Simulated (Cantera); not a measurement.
A closed system holds: 1 mol N2O, 0.11 mol O2, 1.9 mol H2, held at 2.03 Torr.

Cantera equilibrium calculation (NASA polynomials, part measured and part estimated; ideal gas, pure solids and liquids). Candidate condensed phases: H2O; 24 gas species. Equilibrium is a limit: real reactors are often held back by kinetics, nucleation or transport.

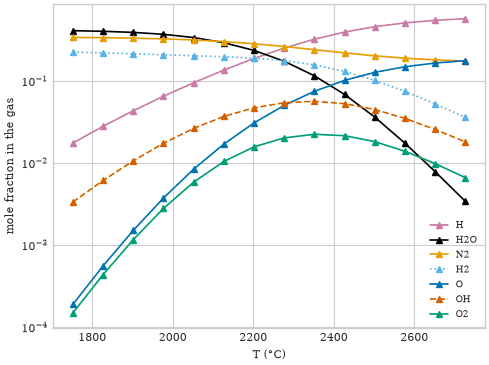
Figure. Equilibrium gas composition (values under 1e-9 drawn at 1e-9)

From 1752 °C to 2727 °C nothing is condensed.
